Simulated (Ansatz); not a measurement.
# A workflow on BClF2 (chlorodifluoroborane)

Wanted: a series of 9 runs (CAM-B3LYP-D3(BJ)/def2-SV(P), UCAM-B3LYP-D3(BJ)/def2-SV(P), CAM-B3LYP-D3(BJ)/def2-SVP, UCAM-B3LYP-D3(BJ)/def2-SVP, CAM-B3LYP-D3(BJ)/def2-TZVP, UCAM-B3LYP-D3(BJ)/def2-TZVP, CAM-B3LYP-D3(BJ)/def2-TZVPP, UCAM-B3LYP-D3(BJ)/def2-TZVPP, and more) of BClF2 (chlorodifluoroborane). 

The results are computed with Ansatz 0.2.0.

**1. Starting point**

The species is BClF2 (4 atoms), typed as a singlet with charge 0. As SMILES, `FB(F)Cl`. Geometry: relaxed at PBE0-D4/def2-TZVP.

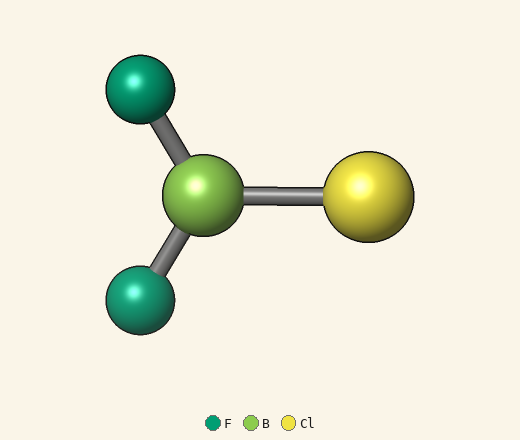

The structure, seen from a chosen angle (fluorine teal, boron green, chlorine yellow).

**2. Energy and forces at CAM-B3LYP-D3(BJ)/def2-SV(P) (run 1)**

Input file run.yaml:

```yaml
crystal:
  periodic: [false, false, false]
  atoms:
    - {symbol: F, position_ang: [-0.173700, -1.254300, -0.546300]}
    - {symbol: B, position_ang: [-0.067100, -0.041300, -0.062000]}
    - {symbol: F, position_ang: [-1.011600, 0.830100, -0.317700]}
    - {symbol: Cl, position_ang: [1.307900, 0.405300, 0.905700]}
basis:
  gaussian:
    orbitals: def2-SV_P_.json
hamiltonian:
  xc: {name: CAM-B3LYP}
  dispersion: d3bj
output: {forces: true, orbitals: {seedname: orbitals}}
```

The basis set def2-SV(P) is read from a file made from the Basis Set Exchange's data (not shown).

Command:

```bash
$ ansatz run run.yaml --threads 1 --pin off --max-ram 2610MiB --events-out events.jsonl --progress --plain --runs-dir runs
```

What it wrote:

```text
Warning: RAYON_NUM_THREADS=1 ignored (pool sized by the plan → 1); use --threads N
Functional definition: CAM-B3LYP
  name "CAM-B3LYP"
  parameter alpha = 0.19
  parameter beta = 0.46
  parameter omega = 0.33/bohr
  parameter ac = 0.81
  exchange = (1 - alpha - beta)*b88_x + beta*b88_x_sr(omega) + alpha*exact_x + beta*exact_x_lr(omega)
  correlation = (1 - ac)*vwn5_c + ac*lyp_c
554 factors; integrals over basis functions are off by at most 8.7e-4 eV
151 factors; integrals over basis functions are off by at most 6.4e-6 eV
mean field evaluation 1: about -18625.0832 eV, gradient 3.5e1 eV
mean field evaluation 2: about -18624.4200 eV, gradient 4.4e1 eV
mean field evaluation 4: about -18627.0748 eV, gradient 6.9e-1 eV
mean field evaluation 8: about -18627.1721 eV, gradient 5.1e-3 eV
mean field -18627.17215441 eV, -684.5359507240 hartree, gradient 1.4e-5 eV, S^2 0.000000; 0 other end points of the search recorded, 0 dependent functions left out
the calculation of the forces begins
reference -18627.17223567 eV, -684.5359537100 hartree; 20, 20 occupied and 40, 40 virtual orbitals, 554 factors
Total energy: -18627.21384107 eV, -684.5374826802 hartree
Atom 0 at    -0.173700    -1.254300    -0.546300 Å, force    -0.007873     0.089751     0.026820 eV/Å
Atom 1 at    -0.067100    -0.041300    -0.062000 Å, force    -0.098875    -0.038936    -0.072800 eV/Å
Atom 2 at    -1.011600     0.830100    -0.317700 Å, force     0.052263    -0.068490     0.007411 eV/Å
Atom 3 at     1.307900     0.405300     0.905700 Å, force     0.054485     0.017675     0.038569 eV/Å
Dipole moment:     0.039879     0.013121     0.028174 e Å
```

Wall time 0.85 s (1 thread of Intel Xeon 6975P-C (Granite Rapids), shared host); peak memory 0.12 GiB.

**3. The doublet anion: energy and forces at UCAM-B3LYP-D3(BJ)/def2-SV(P) (run 2)**

Input file in.yaml:

```yaml
crystal:
  periodic: [false, false, false]
  atoms:
    - {symbol: F, position_ang: [-0.173700, -1.254300, -0.546300]}
    - {symbol: B, position_ang: [-0.067100, -0.041300, -0.062000]}
    - {symbol: F, position_ang: [-1.011600, 0.830100, -0.317700]}
    - {symbol: Cl, position_ang: [1.307900, 0.405300, 0.905700]}
basis:
  gaussian: {orbitals: def2-SV_P_.json}
magnetization: {spin_polarized: true, initial_magnetization: 1}
output: {forces: true}
hamiltonian: {xc: {name: CAM-B3LYP}, dispersion: d3bj}
total_charge: -1
```

The basis set def2-SV(P) is read from a file made from the Basis Set Exchange's data (not shown).

Command:

```bash
$ ansatz run in.yaml --threads 1 --pin off --max-ram 2610MiB --events-out events.jsonl --progress --plain --runs-dir runs
```

What it wrote, cut to the lines that bear on the results:

```text
Warning: RAYON_NUM_THREADS=1 ignored (pool sized by the plan → 1); use --threads N
[... 2 set-up lines as earlier in the session ...]
[...]
554 factors; integrals over basis functions are off by at most 8.7e-4 eV
151 factors; integrals over basis functions are off by at most 6.4e-6 eV
[...]
mean field -18624.54531298 eV, -684.4394160819 hartree, gradient 3.6e-5 eV, S^2 0.752634; 2 other end points of the search recorded, 0 dependent functions left out
[...]
reference -18624.54540212 eV, -684.4394193576 hartree; 21, 20 occupied and 39, 40 virtual orbitals, 554 factors
Total energy: -18624.58700752 eV, -684.4409483278 hartree
Atom 0 at    -0.173700    -1.254300    -0.546300 Å, force    -0.339586    -3.984768    -1.586377 eV/Å
Atom 1 at    -0.067100    -0.041300    -0.062000 Å, force     1.206335     0.383364     0.851343 eV/Å
Atom 2 at    -1.011600     0.830100    -0.317700 Å, force    -3.101576     2.875373    -0.836560 eV/Å
Atom 3 at     1.307900     0.405300     0.905700 Å, force     2.234827     0.726031     1.571593 eV/Å
Dipole moment:     0.167452     0.054573     0.117532 e Å
```

It took 1.6 s on 1 thread of Intel Xeon 6975P-C (Granite Rapids), shared host; peak memory 0.16 GiB.

Runs 3 to 5 aren't shown in full; the table further down has their settings and results.

**4. The doublet anion: energy and gradient at UCAM-B3LYP-D3(BJ)/def2-TZVP (run 6)**

Input file molecule.yaml:

```yaml
crystal:
  periodic: [false, false, false]
  atoms:
    - {symbol: F, position_ang: [-0.173700, -1.254300, -0.546300]}
    - {symbol: B, position_ang: [-0.067100, -0.041300, -0.062000]}
    - {symbol: F, position_ang: [-1.011600, 0.830100, -0.317700]}
    - {symbol: Cl, position_ang: [1.307900, 0.405300, 0.905700]}
basis:
  gaussian: {orbitals: def2-TZVP}
total_charge: -1
magnetization: {spin_polarized: true, initial_magnetization: 1}
hamiltonian: {xc: {name: CAM-B3LYP}, dispersion: d3bj}
output: {forces: true}
```

Command:

```bash
$ ansatz run molecule.yaml --threads 1 --pin off --max-ram 2610MiB --events-out events.jsonl --progress --plain --runs-dir runs
```

What it wrote, cut to the lines that bear on the results:

```text
Warning: RAYON_NUM_THREADS=1 ignored (pool sized by the plan → 1); use --threads N
[... 2 set-up lines as earlier in the session ...]
[...]
744 factors; their error is unknown
149 factors; integrals over basis functions are off by at most 1.2e-5 eV
[...]
mean field -18636.99780488 eV, -684.8970367185 hartree, gradient 6.5e-6 eV, S^2 0.753226; 2 other end points of the search recorded, 0 dependent functions left out
[...]
reference -18636.99790644 eV, -684.8970404506 hartree; 21, 20 occupied and 109, 110 virtual orbitals, 744 factors
Total energy: -18637.03951184 eV, -684.8985694208 hartree
Atom 0 at    -0.173700    -1.254300    -0.546300 Å, force    -0.353801    -3.586084    -1.468909 eV/Å
Atom 1 at    -0.067100    -0.041300    -0.062000 Å, force     1.393105     0.440805     1.016447 eV/Å
Atom 2 at    -1.011600     0.830100    -0.317700 Å, force    -2.829636     2.562646    -0.797011 eV/Å
Atom 3 at     1.307900     0.405300     0.905700 Å, force     1.790331     0.582633     1.249474 eV/Å
Dipole moment:     0.116484     0.038510     0.077221 e Å
```

It took 11 s on 1 thread of Intel Xeon 6975P-C (Granite Rapids), shared host; peak memory 0.41 GiB.

Runs 7 to 8 aren't shown in full; the table further down has their settings and results.

**5. Energy and gradient at CAM-B3LYP-D3(BJ)/def2-QZVP (run 9)**

Input file run.yaml:

```yaml
crystal:
  periodic: [false, false, false]
  atoms:
    - symbol: F
      position_ang: [-0.173700, -1.254300, -0.546300]
    - symbol: B
      position_ang: [-0.067100, -0.041300, -0.062000]
    - symbol: F
      position_ang: [-1.011600, 0.830100, -0.317700]
    - symbol: Cl
      position_ang: [1.307900, 0.405300, 0.905700]
basis:
  gaussian: {orbitals: def2-QZVP.json}
hamiltonian: {xc: {name: CAM-B3LYP}, dispersion: d3bj}
output: {forces: true, orbitals: {seedname: orbitals}}
```

The basis set def2-QZVP is read from a file made from the Basis Set Exchange's data (not shown).

Command:

```bash
$ ansatz run run.yaml --threads 1 --pin off --max-ram 2610MiB --events-out events.jsonl --progress --plain --runs-dir runs
```

What it wrote, cut to the lines that bear on the results:

```text
Warning: RAYON_NUM_THREADS=1 ignored (pool sized by the plan → 1); use --threads N
[... 2 set-up lines as earlier in the session ...]
[...]
920 factors; their error is unknown
174 factors; integrals over basis functions are off by at most 6.6e-5 eV
[...]
mean field -18639.76408534 eV, -684.9986956504 hartree, gradient 7.2e-5 eV, S^2 0.000000; 0 other end points of the search recorded, 0 dependent functions left out
[...]
reference -18639.76418313 eV, -684.9986992441 hartree; 20, 20 occupied and 221, 221 virtual orbitals, 920 factors
Total energy: -18639.80578853 eV, -685.0002282143 hartree
Atom 0 at    -0.173700    -1.254300    -0.546300 Å, force     0.002006     0.135369     0.048500 eV/Å
Atom 1 at    -0.067100    -0.041300    -0.062000 Å, force    -0.082402    -0.033112    -0.061042 eV/Å
Atom 2 at    -1.011600     0.830100    -0.317700 Å, force     0.092612    -0.098232     0.020931 eV/Å
Atom 3 at     1.307900     0.405300     0.905700 Å, force    -0.012216    -0.004026    -0.008389 eV/Å
Dipole moment:     0.046788     0.015366     0.033035 e Å
```

Run time: 5.7 s. Hardware: 1 thread of Intel Xeon 6975P-C (Granite Rapids), shared host; peak memory 0.58 GiB.

**6. The series**

```csv
run,level,partner,energy (Eh),dipole moment (D),HOMO energy (eV),LUMO energy (eV),wall time
1,CAM-B3LYP-D3(BJ)/def2-SV(P),base,-684.537483,0.24,-11.06,1.33,0.85 s
2,UCAM-B3LYP-D3(BJ)/def2-SV(P),anion,-684.440948,–,–,–,1.6 s
3,CAM-B3LYP-D3(BJ)/def2-SVP,base,-684.537483,0.24,-11.06,1.33,0.85 s
4,UCAM-B3LYP-D3(BJ)/def2-SVP,anion,-684.440948,–,–,–,1.7 s
5,CAM-B3LYP-D3(BJ)/def2-TZVP,base,-684.972387,0.29,-11.34,0.94,2 s
6,UCAM-B3LYP-D3(BJ)/def2-TZVP,anion,-684.898569,–,–,–,11 s
7,CAM-B3LYP-D3(BJ)/def2-TZVPP,base,-684.972411,0.29,-11.34,0.94,2 s
8,UCAM-B3LYP-D3(BJ)/def2-TZVPP,anion,-684.898625,–,–,–,12 s
9,CAM-B3LYP-D3(BJ)/def2-QZVP,base,-685.000228,0.28,-11.37,0.84,5.7 s
```

**7. Outcome**

| quantity | value |
| --- | --- |
| run 9, CAM-B3LYP-D3(BJ)/def2-QZVP: total energy | -685.00023 Eh |
| run 9, CAM-B3LYP-D3(BJ)/def2-QZVP: dipole moment | 0.28 D |
| run 9, CAM-B3LYP-D3(BJ)/def2-QZVP: HOMO energy | -11.37 eV |
| run 9, CAM-B3LYP-D3(BJ)/def2-QZVP: LUMO energy | 0.84 eV |
| run 9, CAM-B3LYP-D3(BJ)/def2-QZVP: HOMO–LUMO gap | 12.21 eV |
| run 9, CAM-B3LYP-D3(BJ)/def2-QZVP: dispersion energy | -4.01 kJ/mol |
| run 9, CAM-B3LYP-D3(BJ)/def2-QZVP: largest force on an atom | 0.144 eV/Å |
| vertical electron affinity (to the doublet anion), CAM-B3LYP-D3(BJ)/def2-SV(P) | -2.627 eV |
| vertical electron affinity (to the doublet anion), CAM-B3LYP-D3(BJ)/def2-SVP | -2.627 eV |
| vertical electron affinity (to the doublet anion), CAM-B3LYP-D3(BJ)/def2-TZVP | -2.009 eV |
| vertical electron affinity (to the doublet anion), CAM-B3LYP-D3(BJ)/def2-TZVPP | -2.008 eV |

In words: At CAM-B3LYP-D3(BJ)/def2-SV(P): the anion lies 2.63 eV (253 kJ/mol) above the neutral: the electron isn't bound at this level, and such a value depends on the basis. Without diffuse functions anions come out too high. At CAM-B3LYP-D3(BJ)/def2-SVP: the anion lies 2.63 eV (253 kJ/mol) above the neutral: the electron isn't bound at this level, and such a value depends on the basis. At CAM-B3LYP-D3(BJ)/def2-TZVP: the anion lies 2.01 eV (194 kJ/mol) above the neutral: the electron isn't bound at this level, and such a value depends on the basis. At CAM-B3LYP-D3(BJ)/def2-TZVPP: the anion lies 2.01 eV (46 kcal/mol) above the neutral: the electron isn't bound at this level, and such a value depends on the basis. Among the runs that give it from their own density at one geometry, the dipole moment runs from 0.24 D (CAM-B3LYP-D3(BJ)/def2-SV(P)) to 0.29 D (CAM-B3LYP-D3(BJ)/def2-TZVPP). Basis or surroundings differ between these two runs. Among the runs that give it from their own density at one geometry, the HOMO–LUMO gap runs from 12.21 eV (CAM-B3LYP-D3(BJ)/def2-QZVP) to 12.38 eV (CAM-B3LYP-D3(BJ)/def2-SV(P)). All runs together took 37 s, the longest 12 s.
